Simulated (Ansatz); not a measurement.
# H3PSi2: what the fields show

```yaml
atoms:
  - { symbol: P, position_ang: [1.0657, -0.6365, -0.0022] }
  - { symbol: Si, position_ang: [0.3441, 1.0661, 0.9570] }
  - { symbol: Si, position_ang: [0.4528, -0.7610, 2.2054] }
  - { symbol: H, position_ang: [0.0749, 2.4910, 0.6147] }
  - { symbol: H, position_ang: [-0.7686, -1.5352, 2.5742] }
  - { symbol: H, position_ang: [1.5119, -0.9441, 3.2407] }
```

Geometry: PBE0-D3(BJ)/def2-SVP.

Computed with isolated molecule in a Gaussian basis; Kohn-Sham density functional theory, functional PBE0 (Ansatz).

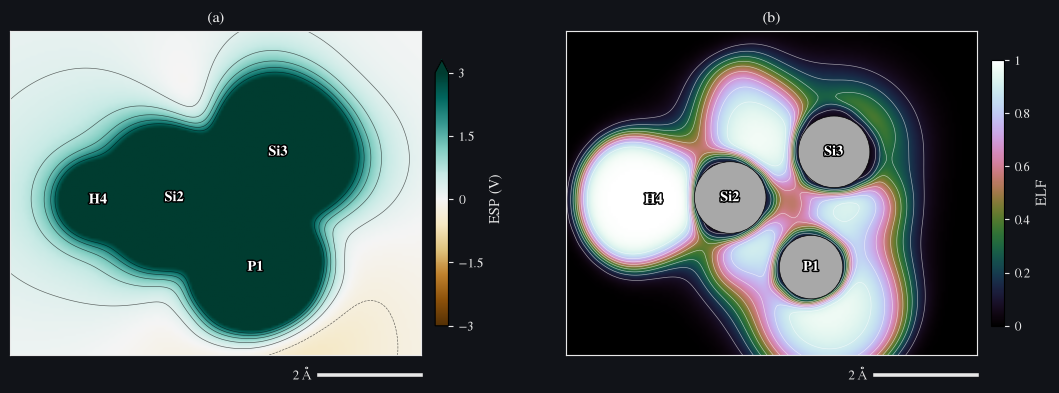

Figure 1. (a) electrostatic potential; (b) electron localisation function on the plane of atoms P1, Si2 and Si3. Grey discs cover the atomic cores in the ELF map.

### Describe what can be read from this map.

The section cuts through P, Si and H sites. Si–P (2.08 Å): the ELF peaks at about 0.80 between the atoms, as expected for a covalent bond. Si–Si (2.22 Å): the ELF peaks at about 0.80 between the atoms (a shared electron pair). Si–H (1.49 Å): the ELF climbs to about 1 towards the hydrogen, as it does in any bond to H. Si–P (2.29 Å): the ELF peaks at about 0.85 between the atoms: a covalent bond. The ELF also peaks beside P1, away from the bonds: lone-pair regions. Outside the dense part of the molecule the potential is most negative (−0.6 V) near P1.

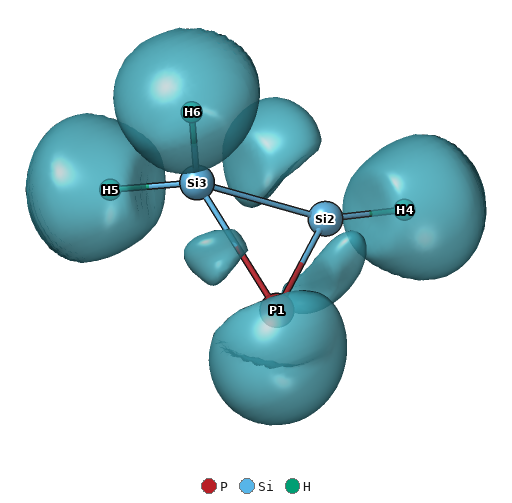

Figure 2. Isosurface of the electron localisation function at 0.85 (cyan), seen at a tilt. Core shells and regions of very low density are left out.

### Where are the electrons localised?

At this value the surface marks out two regions between bonded P–Si atoms (shared pairs), three regions around hydrogen nuclei, one lobe on P, pointing away from the bonds (lone pairs) and one lobe on Si, pointing away from the bonds (lone pairs).

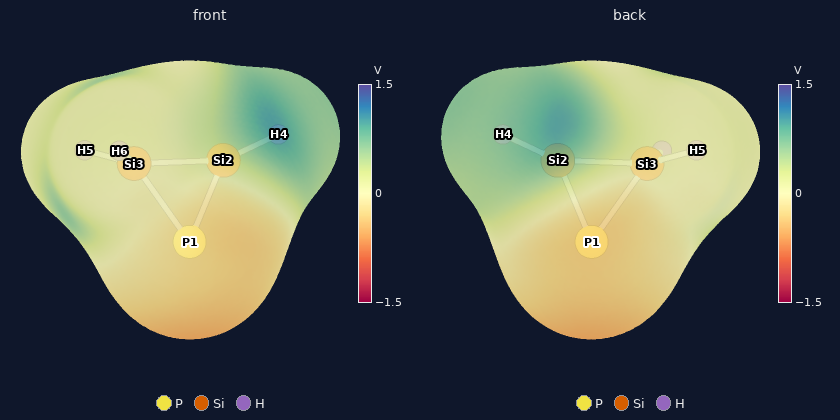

Figure 3. The electrostatic potential painted on the density surface at 0.001 e/bohr³, seen from the front and from behind; the colour scale runs from red (negative) to blue (positive).

### Describe the electrostatic potential map.

The most negative region (about −0.6 V) lies over P1, the most positive (about +1.0 V) over Si2.

### What dipole moment does the calculation give?

Its dipole moment is 1.65 D.
